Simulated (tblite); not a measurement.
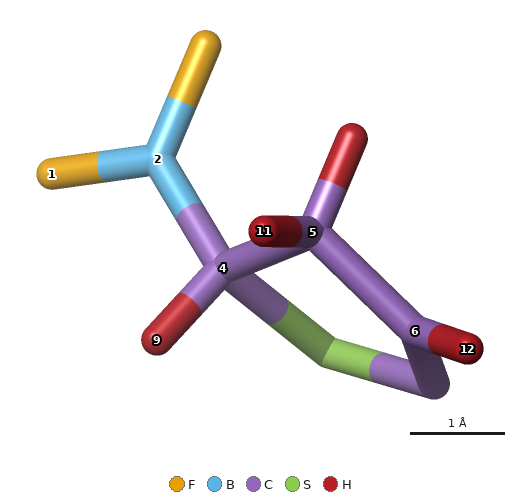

The structure as given in the input (stick view, seen at a tilt; atoms are numbered from 1 in the order of the input). Bond lengths as drawn: B–C 1.57 Å, B–F 1.32 Å, C–C 1.32 to 1.54 Å, C–H 1.07 to 1.09 Å and C–S 1.70 to 1.90 Å.

**Run report: C$_{4}$H$_{4}$BF$_{2}$S, frequency calculation**

The run: frequency calculation of C$_{4}$H$_{4}$BF$_{2}$S, multiplicity 2. Method and program: GFN2-xTB harmonic vibrations, gas phase (tblite 0.8.0).

It belongs to a series of runs on one base structure; here: H removed from sp2 C.

Input
```
{"job": {"kind": "ir", "xc": "GFN2-xTB", "basis": "xTB"}, "charge": 0, "multiplicity": 2}
F      2.947010     0.834504    -0.456739
B      1.926779     0.306839     0.186173
F      2.240961    -0.281097     1.321732
C      0.455535     0.349055    -0.366935
C     -0.688200     0.210419     0.652316
C     -1.807015    -0.531133    -0.058468
C     -1.385282    -1.326147    -1.023696
S      0.248125    -1.183076    -1.476119
H      0.279274     1.196106    -1.034297
H     -0.350611    -0.338137     1.537086
H     -1.039213     1.192563     0.970567
H     -2.826163    -0.430582     0.266483
```

The first line tells a small driver script what to run in tblite; the rest is the geometry in Å.

Launched with:
```bash
OMP_NUM_THREADS=1 python <driver script> task.json out
```

The program's output
```
mode    cm-1     km/mol
  1      46.0      0.38
  2      83.5      2.16
  3     117.4      2.35
  4     204.3      0.67
  5     314.4      6.47
  6     361.1      1.10
  7     446.6     39.18
  8     474.0      9.85
  9     492.9     16.12
 10     572.5     25.86
 11     601.8     94.88
 12     739.3      9.80
 13     781.7     28.53
 14     811.5      6.66
 15     916.1      9.30
 16     980.0      2.05
 17    1027.4     26.17
 18    1079.7      2.09
 19    1115.9      0.41
 20    1148.2      2.01
 21    1200.8     50.93
 22    1241.4    274.49
 23    1280.6    317.82
 24    1307.7    249.55
 25    1443.1     14.72
 26    1545.8     81.34
 27    2942.0      6.26
 28    2954.3     18.29
 29    2987.0     13.79
 30    3131.0      9.87
```

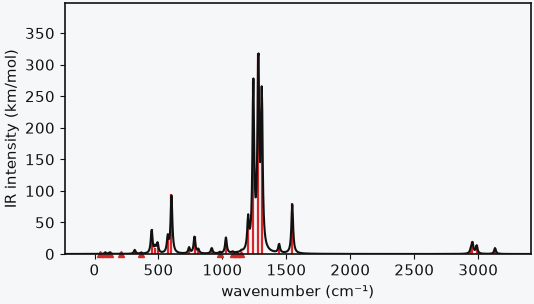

Harmonic infrared spectrum, unscaled: sticks (degenerate modes added up, dark ones marked on the axis) with a Lorentzian envelope of 16 cm⁻¹ full width, scaled to the tallest stick. 30 modes from 46 to 3131 cm⁻¹, none imaginary. The strongest line is at 1281 cm⁻¹ (318 km/mol).

Summary

- outcome: converged
- total energy: −667.2510 eV
- zero-point energy: 46.2440 kcal/mol
- hardware: 1 CPU thread, shared host
- peak memory: 0.18 GiB
